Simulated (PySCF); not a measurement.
Atomic calculation, with input and output: V

- system: V, configuration 1s2 2s2 2p6 3s2 3p6 3d3 4s2, multiplicity 4.
- method: unrestricted HF, x2c-SVPall, spin-free X2C-1e, Gaussian nucleus (PySCF)

### Summary

```tsv
quantity	value
outcome	converged
total energy	−947.986442 hartree
⟨S²⟩	3.763
⟨L²⟩	12.02
SCF iterations	6
hardware	1 thread of Arm Neoverse V1, 23 GiB of memory available, shared host
```

### Input file
```python
from pyscf import gto, scf, dft, mp, cc
import basis_set_exchange as bse
mol = gto.M(atom="V 0 0 0", charge=0, spin=3, symmetry="D2h",
            basis=gto.basis.parse(bse.get_basis("x2c-SVPall", elements=["V"], fmt="nwchem", header=False)),
            nucmod="G")
mf = scf.UHF(mol).sfx2c1e()
mf.irrep_nelec = {'Ag': (4, 4), 'B1g': (1, 0), 'B2g': (1, 0), 'B3g': (1, 0), 'B1u': (2, 2), 'B2u': (2, 2), 'B3u': (2, 2)}
mf.kernel()
```

The script is an equivalent of what the driver set up; the driver started from orbitals of its own, so the log can be shorter than this script's would be, and it computed the properties (radii, ⟨L²⟩, response) afterwards. It held the occupations shell by shell, which the script's counts by irreducible representation don't always enforce.

The run was one of a batch that the task file lists, launched with:
```bash
OMP_NUM_THREADS=1 python <driver script> TASK.json OUT
```

### Log (extracts)
```
damping factor = 0
level_shift factor = 0
DIIS = <class 'pyscf.scf.diis.CDIIS'>
diis_start_cycle = 1
diis_space = 10
diis_damp = 0
SCF conv_tol = 1e-09
SCF conv_tol_grad = None
number electrons alpha = 13  beta = 10
cycle= 1 E= -947.986333281037  delta_E= -0.00464  |g|= 0.0203  |ddm|= 0.0467
cycle= 2 E= -947.986438736038  delta_E= -0.000105  |g|= 0.00314  |ddm|= 0.00724
cycle= 3 E= -947.986441507627  delta_E= -2.77e-06  |g|= 0.000108  |ddm|= 0.00189
cycle= 4 E= -947.986441528747  delta_E= -2.11e-08  |g|= 2.3e-05  |ddm|= 0.000615
cycle= 5 E= -947.98644153012  delta_E= -1.37e-09  |g|= 3.98e-06  |ddm|= 0.000233
cycle= 6 E= -947.986441530162  delta_E= -4.21e-11  |g|= 5.54e-07  |ddm|= 4.61e-05
converged SCF energy = -947.986441530162  <S^2> = 3.7628089  2S+1 = 4.0063993
```

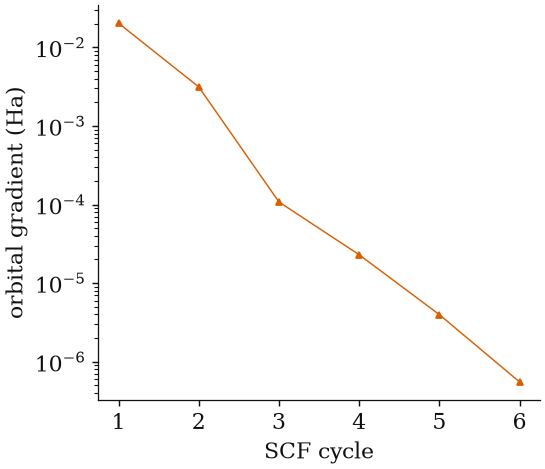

*Convergence: orbital gradient against the SCF cycle.*

The residual falls at every step. It goes from 0.020 to 5.5×10⁻⁷ in 6 steps.

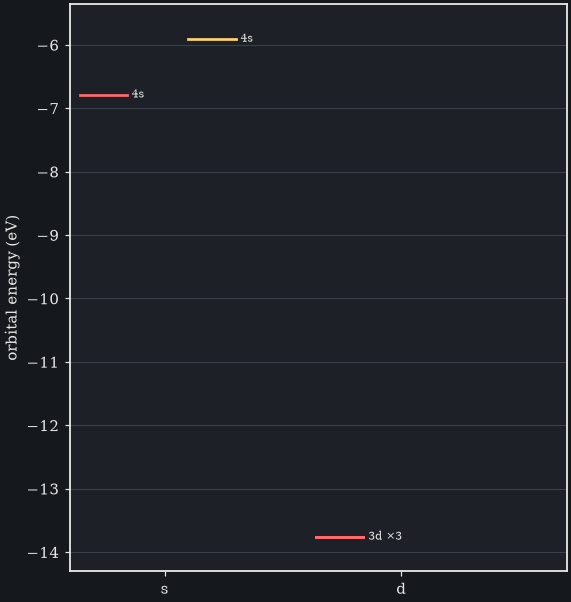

*Orbital energies of the mean field, from the top down to −13.8 eV, by angular momentum, α spin at the left of each column and β at the right; ×n counts the orbitals under one label.*

The highest filled orbital is 4s β at −5.90 eV, the lowest empty one s α at 2.88 eV.

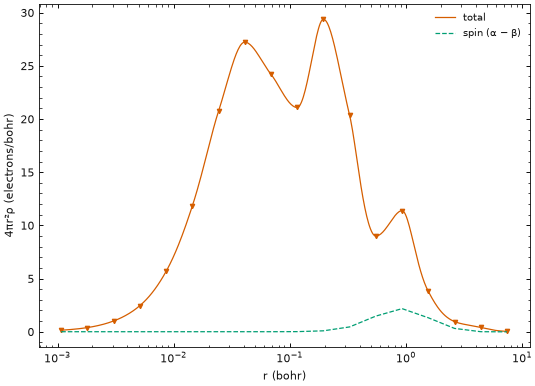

*Spherically averaged radial density 4πr²ρ of the mean field and its spin part; markers are the stored points, which are sparse, and the line is a monotone interpolation between them.*

The largest stored value is 29.4 electrons/bohr at r = 0.19 bohr. Root-mean-square radii of the shells: 2p 0.303, 2s 0.332, 3s 1.02, 3p 1.11, 3d 1.51, 4s 3.90 bohr.
